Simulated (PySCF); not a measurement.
BF3H3P

Input file:

```
{"job": {"kind": "nmr", "xc": "PBE0", "basis": "pcSseg-1"}, "charge": 0, "multiplicity": 1}
F      1.701291    -0.251646     1.127259
B      1.353204    -0.074300    -0.141259
F      1.587456     1.118205    -0.675315
F      1.430854    -1.127406    -0.945836
P     -0.992340     0.059192     0.100691
H     -1.570674     1.044419     0.880085
H     -1.700854    -1.000326     0.637020
H     -1.799879     0.241275    -1.007210
```

Run with:

```sh
OMP_NUM_THREADS=1 python probes_run.py task.json out
```

Geometry: GFN2-xTB.

Level of theory: PBE0/pcSseg-1, SCF density, gas phase, non-relativistic (PySCF 2.14.0).

Question: What can the converged electron density and electron localisation function tell about the bonding?

Answer: B–F (1.33 Å): ρ is about 2.2 e/Å³ halfway; the ELF peaks at about 0.85 between the atoms; a polar covalent bond.

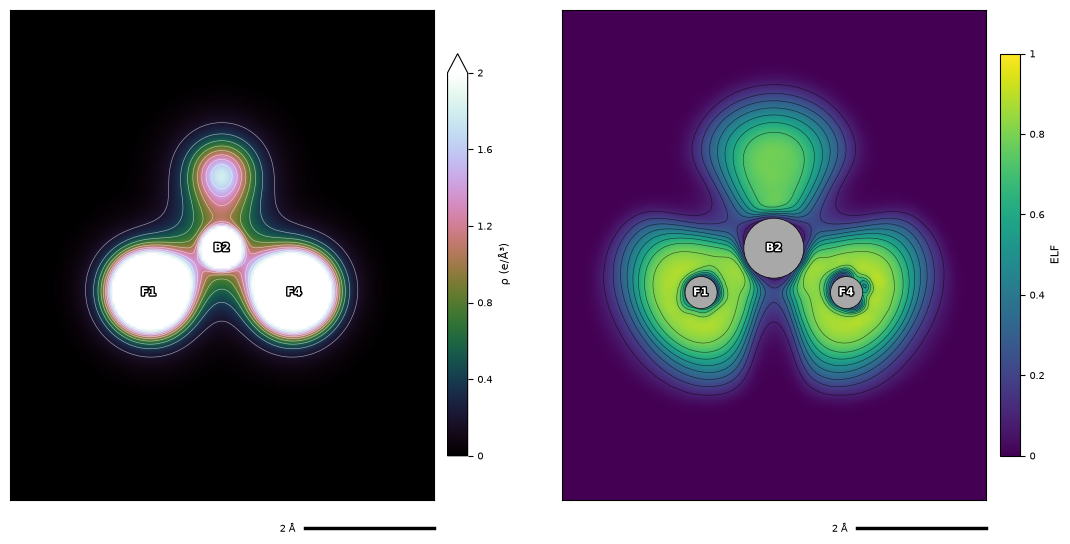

Computed electron density and electron localisation function on the plane of atoms F1, B2 and F4, in this order. Grey discs cover the atomic cores in the ELF map. 
